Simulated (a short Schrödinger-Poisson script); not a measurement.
System: symmetric double-gate stack, Si3N4 on p-type Si(110), at 300 K.

```csv
layer,material,thickness (nm),Na (cm⁻³)
1,Si3N4,2.5,-
2,Si,5,2e18
3,Si3N4,2.5,-
```

The device is made up for the run: typed textbook-type constants, with dimensions and the other settings drawn at random. Si3N4: permittivity 7.5, conduction-band edge (eV) 1.95, gap (eV) 5.1, electron mass (mₑ) 0.5. Si: permittivity 11.7, conduction-band edge (eV) 0, gap (eV) 1.124, Nv at 300 K (cm⁻³) 3.1e19.

Channel valleys (confinement mass, in-plane density-of-states mass, number): Δ4 0.315, 0.324, 4; Δ2 0.19, 0.417, 2. At the gates, both at one voltage, the conduction-band edge of layer 1 lies 1.99 eV − eVg above the Fermi level of the channel. Gaps are held at their typed values at every temperature. Mesh 0.03 nm at interfaces.

Solved with a short Schrödinger-Poisson script written for these runs: 1D Poisson equation in equilibrium, electrons quantum, Hartree (BenDaniel-Duke, 12 states a valley, the channel's in-plane mass for all, wave functions free to enter the dielectric), parabolic valleys, classical holes, full ionisation, no traps, pinning or gate leakage.

Only gate voltages with over 1e8 electrons/cm² are shown.

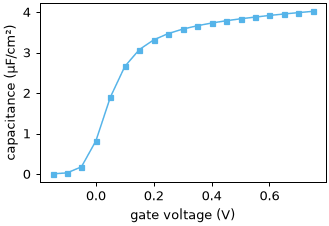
Figure: Quasi-static capacitance against gate voltage

```
Vg (V)  electrons (cm⁻²)  C (μF/cm²)  Δ4 E0 (meV)  Δ4 E1 (meV)  Δ2 E0 (meV)  Δ2 E1 (meV)
------  ----------------  ----------  -----------  -----------  -----------  -----------
-0.15             6.45e8     0.00407        266.0        377.3        282.5        445.9
-0.1              4.43e9      0.0278        216.1        327.4        232.7        396.1
-0.05            2.95e10       0.178        167.1        278.4        183.7        347.0
0                1.65e11       0.820        122.6        233.5        139.1        302.0
0.05             5.86e11        1.90         89.6        199.3        105.9        267.6
0.1              1.31e12        2.66         68.5        176.3         84.7        244.3
0.15             2.21e12        3.07         54.5        160.0         70.5        227.6
0.2              3.20e12        3.31         44.4        147.4         60.1        214.4
0.25             4.26e12        3.47         36.5        136.8         51.9        203.4
0.3              5.36e12        3.58         30.0        127.7         45.2        193.9
0.35             6.49e12        3.66         24.5        119.6         39.5        185.3
0.4              7.65e12        3.73         19.7        112.3         34.6        177.4
0.45             8.82e12        3.78         15.5        105.5         30.1        170.1
0.5              1.00e13        3.83         11.7         99.1         26.1        163.4
0.55             1.12e13        3.87          8.2         93.2         22.5        157.0
0.6              1.24e13        3.92          5.0         87.6         19.1        151.0
0.65             1.37e13        3.95          2.0         82.3         16.0        145.2
0.7              1.49e13        3.99         -0.8         77.3         13.1        139.8
0.75             1.61e13        4.02         -3.4         72.5         10.4        134.6
```

Subbands count from the Fermi level. The capacitance is that of both gates.
